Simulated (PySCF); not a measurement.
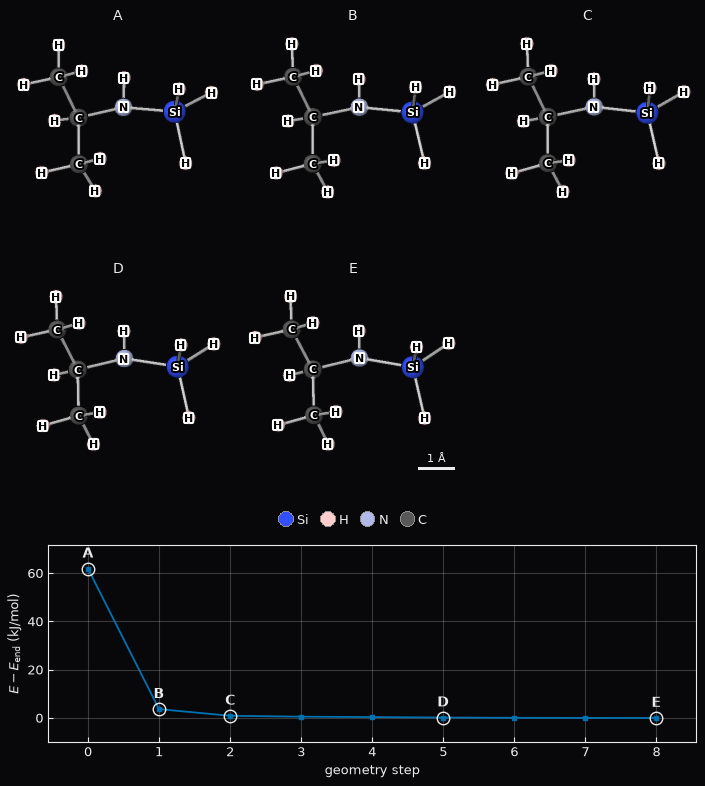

Frames of a relaxation of C₃H₁₁NSi, marked on the history of the run. A ball-and-stick model, seen at a tilt.

The start comes from GFN2-xTB. Its atoms were then displaced at random by about 0.03 Å.

Level of theory: PBE0-D3(BJ)/def2-SVP geometry optimisation, gas phase (PySCF 2.14.0, density-fitted response routines). 

Q: Describe the path.

A: The energy falls by 61.9 kJ/mol in 8 geometry steps. The atom that moves furthest after the best rigid fit is an H atom (0.18 Å). Largest moves by element: H 0.18 Å, Si 0.14 Å, C 0.09 Å, N 0.08 Å. Among the contacts that change: H–Si 1.392 → 1.503 Å, C–H 1.025 → 1.104 Å, C–N 1.409 → 1.455 Å, C–C 1.567 → 1.521 Å. Bond angles that change, for instance: H–C–H 115.7° → 107.2°, C–C–H 103.6° → 110.9°, H–Si–H 112.8° → 106.3°. Cost: 54 s on 1 thread of Arm Neoverse V1, with other jobs on the host. From step 0 to 1: an H atom moves most (0.13 Å), energy −58.2 kJ/mol. From step 1 to 2: an H atom moves most (0.03 Å), energy −2.77 kJ/mol. From step 2 to 5: an H atom moves most (0.12 Å), energy −0.73 kJ/mol. From step 5 to 8: an H atom moves most (0.07 Å), energy −0.17 kJ/mol.
